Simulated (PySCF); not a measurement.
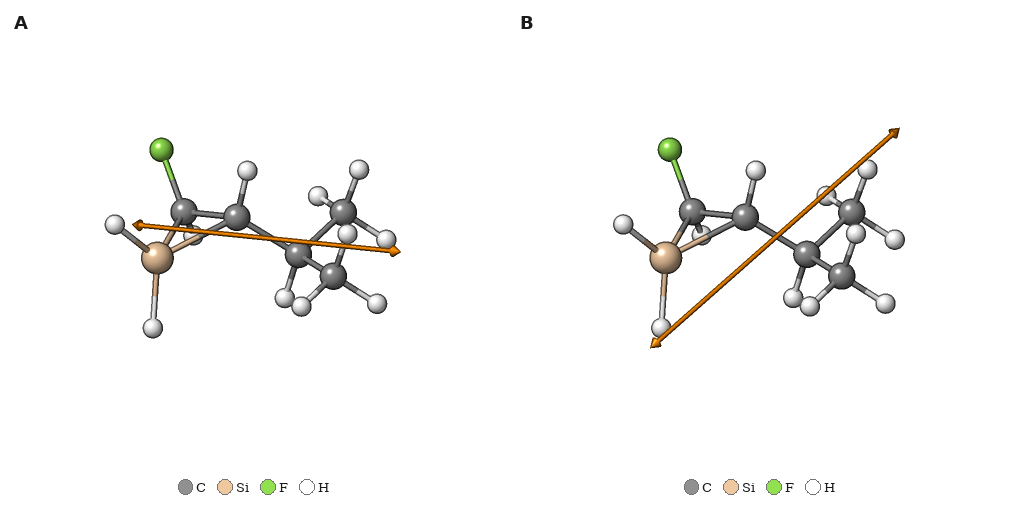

The double arrows show the directions of two transition dipoles from the ground state (lengths mean nothing). Computed geometry: GFN2-xTB optimisation. No frequency run is at hand to confirm it as a minimum. Properties computed with TDDFT CAM-B3LYP/def2-SVPD, vertical, gas phase, core orbitals frozen in the response (PySCF 2.14.0).

Question: One belongs to singlet state 3 and one to singlet state 5. Which is which?

Answer: A: state 5, 7.00 eV (177 nm), oscillator strength 0.045, of mixed character, with the largest part HOMO → LUMO+2 (weight 0.46).
B: state 3, 6.55 eV (189 nm), oscillator strength 0.017, of mixed character, with the largest part HOMO → LUMO+4 (weight 0.31).

The geometry is semi-empirical. Around Si such bond lengths and angles can be off by a tenth of an ångström or more and by several degrees, and values that hang on the shape move with them.
